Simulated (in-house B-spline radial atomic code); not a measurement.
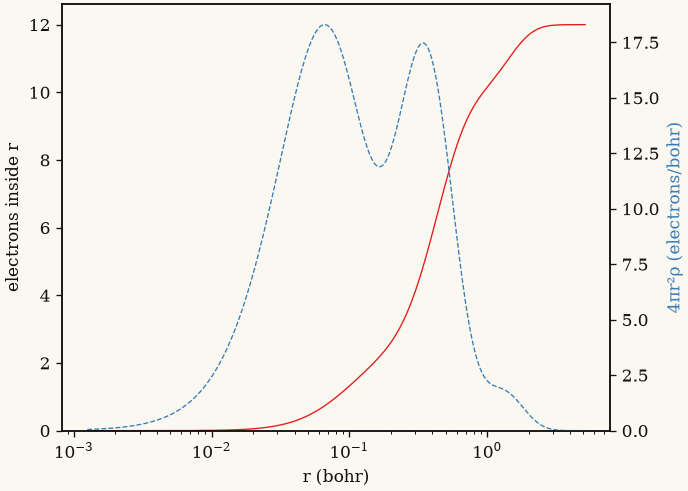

S⁴⁺ (Z = 16, 12 electrons); electrons: [Ne] 3s2. Level of theory: non-relativistic LDA (Slater, PW92), spin-polarised, spherical fractional occupations, point nucleus, basis-set limit. Computed with an in-house B-spline radial code.

The plot shows the number of electrons inside radius r (solid) and the radial density 4πr²ρ (dashed).

Read the plot.

The count levels off at 12 electrons. Half of them lie within 0.410 bohr, 90 % within 1.32 bohr and 99 % within 2.35 bohr. The radial density has a minimum at 0.17 bohr, where the count stands at 2.2; this parts the shells that the density resolves.
